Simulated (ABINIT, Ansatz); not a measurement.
**LaBiS2O (P4/nmm): G0W0 on several meshes in ABINIT**

Wanted: mesh dependence and cost of G0W0 for LaBiS2O (P4/nmm).

Main program and level: ABINIT 10.8.3; PBEsol and many-body steps on it, plane waves.

## 1. Set-up

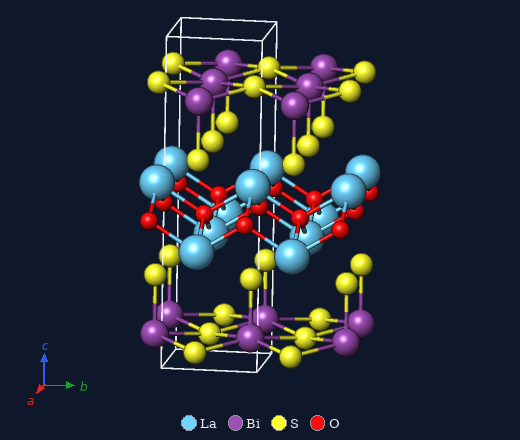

The cell as given, slightly off an axis (lanthanum blue, bismuth purple, sulfur yellow, oxygen red). 2×2×1 cells are drawn. Some periodic images of atoms are drawn too.

The cell and positions are those that the Materials Project relaxed with its own functionals (PBE, PBE+U or r2SCAN), kept fixed. Spin-orbit coupling is left out unless a step names it.

## 2. Empty states on the mesh, 4×4×1 mesh, 253 bands

This step: ABINIT 10.8.3; DFT, PBEsol, plane waves, norm-conserving pseudopotentials.

The sums over transitions need many empty states on a uniform mesh; this step solves for them.

Contents of run.abi:

```
acell 3*1.0 Angstrom
rprim 
  4.055497000000 0.000000000000 0.000000000000
  0.000000000000 4.055497000000 0.000000000000
  0.000000000000 0.000000000000 14.173265000000
ntypat 4
znucl 57 83 16 8
natom 10
typat 1 1 2 2 3 3 3 3 4 4
xred 
  0.500000000000 0.000000000000 0.587742000000
  0.000000000000 0.500000000000 0.412258000000
  0.000000000000 0.500000000000 0.867775000000
  0.500000000000 0.000000000000 0.132225000000
  0.500000000000 0.000000000000 0.890020000000
  0.000000000000 0.500000000000 0.109980000000
  0.000000000000 0.500000000000 0.690201000000
  0.500000000000 0.000000000000 0.309799000000
  0.000000000000 0.000000000000 0.500000000000
  0.500000000000 0.500000000000 0.500000000000
pp_dirpath "pseudos"
pseudos "La.upf, Bi.upf, S.upf, O.upf"
ecut 50
ngkpt 4 4 1
nshiftk 1
shiftk 0 0 0
kptopt 1
chksymbreak 0
iscf -2
irdden 1
istwfk *1
nband 253
nbdbuf 22
tolwfr 1e-09
nstep 60
prtvol 0
indata_prefix "in"
outdata_prefix "out"
tmpdata_prefix "tmp"
```

Launch:

```
$ OMP_NUM_THREADS=1 mpirun -n 4 abinit run.abi > log
```

Numbers of over 12 decimals in the logs are rounded to 6 here.

The log of the run:

```text
.Version 10.8.3 of ABINIT. v10.8.2 released Aug 2026.

 Symmetries : space group P4/n m m (#129); Bravais tP (primitive tetrag.)
[... echo of the input left out ...]
== DATASET  1 ==================================================================
-   mpi_nproc: 4, omp_nthreads: 1 (-1 if OMP is not activated)

--- !DatasetInfo
iteration_state: {dtset: 1, }
dimensions: {natom: 10, nkpt: 6, mband: 253, nsppol: 1, nspinor: 1, nspden: 1, mpw: 26636, }
cutoff_energies: {ecut:  50.0, pawecutdg:  -1.0, }
[...]
1.67226    1.67536    1.68639    1.68815    1.68815    1.69399    1.69780    1.69780
   1.70026    1.70900    1.72631    1.72632    1.73033    1.73347    1.74488    1.74497
   1.75324    1.75432    1.78632    1.78701    1.79567
 prteigrs : prtvol=0 or 1, do not print more k-points.

== END DATASET(S) ==============================================================
================================================================================

 -outvars: echo values of variables after computation  --------
            nband         253
             nkpt           6
          spgroup         129
 [... the other variables as echoed above ...]

 Calculation completed.
```

Run time: 11 min. Hardware: 4 MPI ranks of Arm Neoverse V2, shared host; peak memory 1.2 GiB; 45 min of CPU time.

This step gave:

```yaml
gap: 0.8512 eV
k_of_the_valence_top: 0.5, 0, 0
k_of_the_conduction_bottom: 0.5, 0, 0
least_direct_gap: 0.8512 eV
k_points_computed: 6
lowest_point_of_the_top_converged_band_above_the_valence_top: 40.85 eV
```

On this mesh the gap is 0.851 eV.

The density comes from a self-consistent run that is not shown.

## 3. Screening, 4×4×1 mesh, 120 bands, screening to 98 eV

The RPA dielectric matrix is built and inverted for each q.

This step: RPA screening on PBEsol, plane waves, norm-conserving pseudopotentials.

Changes to run.abi since step 2:

```diff
@@ -28,10 +28,11 @@
 chksymbreak 0
-iscf -2
-irdden 1
 istwfk *1
-nband 253
-nbdbuf 22
-tolwfr 1e-09
-nstep 60
-prtvol 0
+occopt 1
+irdwfk 1
+optdriver 3
+nband 120
+ecuteps 3.6
+inclvkb 2
+awtr 1
+symchi 1
 indata_prefix "in"
```

The log of the run:

```text
.Version 10.8.3 of ABINIT. v10.8.2 released Aug 2026.

 Symmetries : space group P4/n m m (#129); Bravais tP (primitive tetrag.)
[... echo of the input left out ...]
== DATASET  1 ==================================================================
-   mpi_nproc: 4, omp_nthreads: 1 (-1 if OMP is not activated)

--- !DatasetInfo
iteration_state: {dtset: 1, }
dimensions: {natom: 10, nkpt: 6, mband: 120, nsppol: 1, nspinor: 1, nspden: 1, mpw: 26636, }
cutoff_energies: {ecut:  50.0, pawecutdg:  -1.0, }
electrons: {nelect:   8.80000000E+01, charge:   0.00000000E+00, occopt:   1.00000000E+00, tsmear:   1.00000000E-02, }

 SCREENING: Calculation of the susceptibility and dielectric matrices

 Based on a program developped by R.W. Godby, V. Olevano, G. Onida, and L. Reining.
 Incorporated in ABINIT by V. Olevano, G.-M. Rignanese, and M. Torrent.
.Using double precision arithmetic ; gwpc =  8

[... cell and pseudopotentials left out ...]
--------------------------------------------------------------------------------

 ==== K-mesh for the wavefunctions ====
 Number of points in the irreducible wedge :     6
[... list of points left out ...]
 Together with 16 symmetry operations and time-reversal symmetry
 yields    16 points in the full Brillouin Zone.

 ==== Q-mesh for the screening function ====
 Number of points in the irreducible wedge :     6
[... list of points left out ...]
 Together with 16 symmetry operations and time-reversal symmetry
 yields    16 points in the full Brillouin Zone.

 setmesh: FFT mesh size selected  =    32x   32x  120
          total number of points  =       122880

 vcoul_init : cutoff-mode = AUXILIARY_FUNCTION
 q-points for optical limit:   1
     1)      0.000010    0.000020    0.000030

- screening: taking advantage of time-reversal symmetry
- Maximum band index for partially occupied states nbvw = 44
- Remaining bands to be divided among processors   nbcw = 76
- Number of bands treated by each node ~19

 Number of electrons calculated from density =   88.0000; Expected =   88.0000
 average of density, n =  0.055941
 r_s =    1.6220
 omega_plasma =   22.8150 [eV]

 calculating chi0 at frequencies [eV] :
  1    0.000000E+00    0.000000E+00
  2    0.000000E+00    2.281495E+01

--------------------------------------------------------------------------------
  q-point number  1        q = ( 0.000000, 0.000000, 0.000000) [r.l.u.]
--------------------------------------------------------------------------------
[... chi0 elements left out ...]
 For q-point:  0.000010 0.000020 0.000030
  dielectric constant =  25.0113
  dielectric constant without local fields =  27.3983

  Average fulfillment of the sum rule on Im[epsilon] for q-point    1 :     51.33  [%]
[... wings left out ...]
  q-point number  2        q = ( 0.250000, 0.000000, 0.000000) [r.l.u.]
--------------------------------------------------------------------------------
[... chi0 elements left out ...]
  Average fulfillment of the sum rule on Im[epsilon] for q-point    2 :     53.17  [%]

 [... 4 further q-points ...]
```

Run time: 4.8 min. Hardware: 4 MPI ranks; peak memory 6 GiB; 19 min of CPU time.

This step gave:

| Property | Result |
| --- | --- |
| ε∞ with local fields, on this mesh, along the program's q direction | 25.01 |
| the same without local fields | 27.40 |
| plasma frequency | 22.82 eV |
| plane waves in the screening matrix | 523 |

Local fields lower ε∞ by 9 %. On a Γ-centred mesh this coarse the value itself is usually too large, while a short band sum pulls it down.

## 4. 4×4×1

The self-energy is evaluated for the states that the input lists, and the levels follow from it, in one-shot runs by the linearised quasiparticle equation.

This step: G0W0 on PBEsol, plane waves, norm-conserving pseudopotentials.

Changes to run.abi since step 3:

```diff
@@ -31,8 +31,17 @@
 irdwfk 1
-optdriver 3
+optdriver 4
 nband 120
+gwcalctyp 0
+ecutsigx 50
+symsigma 1
+nkptgw 2
+kptgw 
+  0.5000000000 0.0000000000 0.0000000000
+  0.0000000000 0.0000000000 0.0000000000
+bdgw 
+  43 46
+  43 46
 ecuteps 3.6
-inclvkb 2
-awtr 1
-symchi 1
+irdscr 1
+ppmodel 1
 indata_prefix "in"
```

The log of the run:

```text
.Version 10.8.3 of ABINIT. v10.8.2 released Aug 2026.

 Symmetries : space group P4/n m m (#129); Bravais tP (primitive tetrag.)
[... echo of the input left out ...]
== DATASET  1 ==================================================================
-   mpi_nproc: 4, omp_nthreads: 1 (-1 if OMP is not activated)

--- !DatasetInfo
iteration_state: {dtset: 1, }
dimensions: {natom: 10, nkpt: 6, mband: 120, nsppol: 1, nspinor: 1, nspden: 1, mpw: 26636, }
cutoff_energies: {ecut:  50.0, pawecutdg:  -1.0, }
electrons: {nelect:   8.80000000E+01, charge:   0.00000000E+00, occopt:   1.00000000E+00, tsmear:   1.00000000E-02, }

 SIGMA: Calculation of the GW corrections

 Based on a program developped by R.W. Godby, V. Olevano, G. Onida, and L. Reining.
 Incorporated in ABINIT by V. Olevano, G.-M. Rignanese, and M. Torrent.
.Using double precision arithmetic ; gwpc =  8

[... cell and pseudopotentials left out ...]
--------------------------------------------------------------------------------

 ==== K-mesh for the wavefunctions ====
 Number of points in the irreducible wedge :     6
[... list of points left out ...]
 Together with 16 symmetry operations and time-reversal symmetry
 yields    16 points in the full Brillouin Zone.

 ==== Q-mesh for screening function ====
 Number of points in the irreducible wedge :     6
[... list of points left out ...]
 Together with 16 symmetry operations and time-reversal symmetry
 yields    16 points in the full Brillouin Zone.

 vcoul_init : cutoff-mode = AUXILIARY_FUNCTION
 q-points for optical limit:   1
     1)      0.000010    0.000020    0.000030
 setmesh: FFT mesh size selected  =    50x   50x  180
          total number of points  =       450000

 Number of electrons calculated from density =   88.0000; Expected =   88.0000
 average of density, n =  0.055941
 r_s =    1.6220
 omega_plasma =   22.8150 [eV]

 === KS Band Gaps ===
  >>>> For spin  1
   Minimum direct gap =   0.8509 [eV], located at k-point      :   0.5000  0.0000  0.0000
   Fundamental gap    =   0.8509 [eV], Top of valence bands at :   0.5000  0.0000  0.0000
                                       Bottom of conduction at :   0.5000  0.0000  0.0000
 SIGMA fundamental parameters:
 PLASMON POLE MODEL  1
 number of plane-waves for SigmaX                26549
 number of plane-waves for SigmaC and W            523
 number of plane-waves for wavefunctions         26549
 number of bands                                   120
 number of independent spin polarizations            1
 number of spinorial components                      1
 number of k-points in IBZ                           6
 number of q-points in IBZ                           6
 number of symmetry operations                      16
 number of k-points in BZ                           16
 number of q-points in BZ                           16
 number of frequencies for dSigma/dE                 9
 frequency step for dSigma/dE [eV]                0.25
 number of omega for Sigma on real axis              0
 max omega for Sigma on real axis  [eV]           0.00
 zcut for avoiding poles [eV]                     0.10

 EPSILON^-1 parameters (SCR file):
 dimension of the eps^-1 matrix on file            523
 dimension of the eps^-1 matrix used               523
 number of plane-waves for wavefunctions         26549
 number of bands                                   120
 number of q-points in IBZ                           6
 number of frequencies                               2
 number of real frequencies                          1
 number of imag frequencies                          1

 matrix elements of self-energy operator (all in [eV])

 Perturbative Calculation

--- !SelfEnergy_ee
iteration_state: {dtset: 1, }
kpoint     : [   0.500,    0.000,    0.000, ]
spin       : 1
KS_gap     :    0.851
QP_gap     :    0.996
Delta_QP_KS:    0.145
data: !SigmaeeData |
     Band     E0 <VxcDFT>   SigX SigC(E0)      Z dSigC/dE  Sig(E)    E-E0       E
       43   4.386 -13.203 -14.865   2.100   0.780  -0.281 -12.862   0.342   4.728
       44   4.386 -13.203 -14.865   2.100   0.780  -0.281 -12.862   0.342   4.728
       45   5.237 -11.361  -8.791  -1.960   0.799  -0.252 -10.874   0.487   5.724
       46   5.237 -11.361  -8.791  -1.960   0.799  -0.252 -10.874   0.487   5.724

--- !SelfEnergy_ee
iteration_state: {dtset: 1, }
kpoint     : [   0.000,    0.000,    0.000, ]
spin       : 1
KS_gap     :    3.422
QP_gap     :    5.300
Delta_QP_KS:    1.879
data: !SigmaeeData |
     Band     E0 <VxcDFT>   SigX SigC(E0)      Z dSigC/dE  Sig(E)    E-E0       E
       43   4.372 -14.620 -18.122   3.774   0.759  -0.317 -14.413   0.207   4.579
       44   4.372 -14.620 -18.122   3.774   0.759  -0.317 -14.413   0.207   4.579
       45   7.794 -11.741  -4.681  -4.398   0.783  -0.276  -9.655   2.086   9.880
       46   8.068 -12.287  -8.035  -2.898   0.791  -0.264 -11.215   1.072   9.140

== END DATASET(S) ==============================================================
================================================================================

 -outvars: echo values of variables after computation  --------
           etotal      0.0000000000E+00
            nband         120
             nkpt           6
          spgroup         129
 [... the other variables as echoed above ...]

 Calculation completed.
```

Wall time 34 s (4 MPI ranks); peak memory 3.7 GiB; 2.2 min of CPU time.

Numbers from this step:

```yaml
g0w0_gap_on_the_points_computed: 0.9960 eV
starting_gap_on_the_mesh: 0.8512 eV
k_of_the_valence_top: 0.5, 0, 0
k_of_the_conduction_bottom: 0.5, 0, 0
z_at_the_valence_top: 0.78
z_at_the_conduction_bottom: 0.799
least_direct_g0w0_gap_on_the_computed_points: 0.9960 eV
```

The gap on the mesh goes from 0.85 eV to 1.00 eV, a correction of +0.14 eV.

## 5. Empty states on the mesh, 2×2×1 mesh, 132 bands

This step: DFT, PBEsol, plane waves, norm-conserving pseudopotentials.

Changes to run.abi since step 4:

```diff
@@ -23,3 +23,3 @@
 ecut 50
-ngkpt 4 4 1
+ngkpt 2 2 1
 nshiftk 1
@@ -28,20 +28,10 @@
 chksymbreak 0
+iscf -2
+irdden 1
 istwfk *1
-occopt 1
-irdwfk 1
-optdriver 4
-nband 120
-gwcalctyp 0
-ecutsigx 50
-symsigma 1
-nkptgw 2
-kptgw 
-  0.5000000000 0.0000000000 0.0000000000
-  0.0000000000 0.0000000000 0.0000000000
-bdgw 
-  43 46
-  43 46
-ecuteps 3.6
-irdscr 1
-ppmodel 1
+nband 132
+nbdbuf 12
+tolwfr 1e-09
+nstep 60
+prtvol 0
 indata_prefix "in"
```

Launch:

```
$ OMP_NUM_THREADS=1 mpirun -n 3 abinit run.abi > log
```

The log of the run:

```text
.Version 10.8.3 of ABINIT. v10.8.2 released Aug 2026.

 Symmetries : space group P4/n m m (#129); Bravais tP (primitive tetrag.)
[... echo of the input left out ...]
== DATASET  1 ==================================================================
-   mpi_nproc: 3, omp_nthreads: 1 (-1 if OMP is not activated)

--- !DatasetInfo
iteration_state: {dtset: 1, }
dimensions: {natom: 10, nkpt: 3, mband: 132, nsppol: 1, nspinor: 1, nspden: 1, mpw: 26636, }
cutoff_energies: {ecut:  50.0, pawecutdg:  -1.0, }
[...]
0.82585    0.83161    0.87382    0.87584    0.87584    0.87595    0.89937    0.89937
   0.90875    0.90919    0.92800    0.93370    0.93714    0.98410    0.98484    0.98488
   0.98824    0.99976    0.99990    1.01086
 prteigrs : prtvol=0 or 1, do not print more k-points.

== END DATASET(S) ==============================================================
================================================================================

 -outvars: echo values of variables after computation  --------
            nband         132
             nkpt           3
          spgroup         129
 [... the other variables as echoed above ...]

 Calculation completed.
```

It took 2.6 min on 3 MPI ranks; peak memory 0.57 GiB.

This step gave:

```yaml
gap: 0.8512 eV
k_of_the_valence_top: 0.5, 0, 0
k_of_the_conduction_bottom: 0.5, 0, 0
least_direct_gap: 0.8512 eV
k_points_computed: 3
lowest_point_of_the_top_converged_band_above_the_valence_top: 19.43 eV
```

On this mesh the gap is 0.851 eV.

## 6. Screening, 2×2×1 mesh, 120 bands, screening to 98 eV

This step: RPA screening on PBEsol, plane waves, norm-conserving pseudopotentials.

Changes to run.abi since step 5:

```diff
@@ -28,10 +28,11 @@
 chksymbreak 0
-iscf -2
-irdden 1
 istwfk *1
-nband 132
-nbdbuf 12
-tolwfr 1e-09
-nstep 60
-prtvol 0
+occopt 1
+irdwfk 1
+optdriver 3
+nband 120
+ecuteps 3.6
+inclvkb 2
+awtr 1
+symchi 1
 indata_prefix "in"
```

Launch:

```
$ OMP_NUM_THREADS=1 mpirun -n 4 abinit run.abi > log
```

The log of the run:

```text
.Version 10.8.3 of ABINIT. v10.8.2 released Aug 2026.

 Symmetries : space group P4/n m m (#129); Bravais tP (primitive tetrag.)
[... echo of the input left out ...]
== DATASET  1 ==================================================================
-   mpi_nproc: 4, omp_nthreads: 1 (-1 if OMP is not activated)

--- !DatasetInfo
iteration_state: {dtset: 1, }
dimensions: {natom: 10, nkpt: 3, mband: 120, nsppol: 1, nspinor: 1, nspden: 1, mpw: 26636, }
cutoff_energies: {ecut:  50.0, pawecutdg:  -1.0, }
electrons: {nelect:   8.80000000E+01, charge:   0.00000000E+00, occopt:   1.00000000E+00, tsmear:   1.00000000E-02, }

 SCREENING: Calculation of the susceptibility and dielectric matrices

 Based on a program developped by R.W. Godby, V. Olevano, G. Onida, and L. Reining.
 Incorporated in ABINIT by V. Olevano, G.-M. Rignanese, and M. Torrent.
.Using double precision arithmetic ; gwpc =  8

[... cell and pseudopotentials left out ...]
--------------------------------------------------------------------------------

 ==== K-mesh for the wavefunctions ====
 Number of points in the irreducible wedge :     3
[... list of points left out ...]
 Together with 16 symmetry operations and time-reversal symmetry
 yields     4 points in the full Brillouin Zone.

 ==== Q-mesh for the screening function ====
 Number of points in the irreducible wedge :     3
[... list of points left out ...]
 Together with 16 symmetry operations and time-reversal symmetry
 yields     4 points in the full Brillouin Zone.

 setmesh: FFT mesh size selected  =    32x   32x  120
          total number of points  =       122880

 vcoul_init : cutoff-mode = AUXILIARY_FUNCTION
 q-points for optical limit:   1
     1)      0.000010    0.000020    0.000030

- screening: taking advantage of time-reversal symmetry
- Maximum band index for partially occupied states nbvw = 44
- Remaining bands to be divided among processors   nbcw = 76
- Number of bands treated by each node ~19

 Number of electrons calculated from density =   88.0000; Expected =   88.0000
 average of density, n =  0.055941
 r_s =    1.6220
 omega_plasma =   22.8150 [eV]

 calculating chi0 at frequencies [eV] :
  1    0.000000E+00    0.000000E+00
  2    0.000000E+00    2.281495E+01

--------------------------------------------------------------------------------
  q-point number  1        q = ( 0.000000, 0.000000, 0.000000) [r.l.u.]
--------------------------------------------------------------------------------
[... chi0 elements left out ...]
 For q-point:  0.000010 0.000020 0.000030
  dielectric constant =  67.5714
  dielectric constant without local fields =  82.3350

  Average fulfillment of the sum rule on Im[epsilon] for q-point    1 :     51.68  [%]
[... wings left out ...]
  q-point number  2        q = ( 0.500000, 0.000000, 0.000000) [r.l.u.]
--------------------------------------------------------------------------------
[... chi0 elements left out ...]
  Average fulfillment of the sum rule on Im[epsilon] for q-point    2 :     45.64  [%]

 [... 1 further q-points ...]
```

The job ended after 1.8 min (4 MPI ranks; peak memory 4.2 GiB; 7.4 min of CPU time).

This step gave:

| Property | Result |
| --- | --- |
| ε∞ with local fields, on this mesh, along the program's q direction | 67.57 |
| the same without local fields | 82.33 |
| plasma frequency | 22.82 eV |
| plane waves in the screening matrix | 523 |

(Continued in part 2 of 2.)

[Paths, hosts, dates, memory and timing lines, banners, echoed tables and standing remarks are left out of the program output.]

[Logs are printed without paths, hosts, clocks, repeated set-up lines and the standing remarks that a program may print on its own settings, such as how far it seeks lower states.]

[Runs of the session that timed out or met a known fault of the program may be left out.]

[Hosts, paths, dates, database ids (printed as entryN), source tags and the programs' standing remarks are cut or masked in the printed files.]

[G0W0 gaps are taken among the corrected bands and points alone; a level outside them can change the order at an edge.]

[Where Ansatz stands beside ABINIT at settings called matched, ABINIT's density can come from a denser mesh and the files from another edition; pairs whose starting gaps differed by over 0.03 eV were left out, so agreement reads better than it is.]
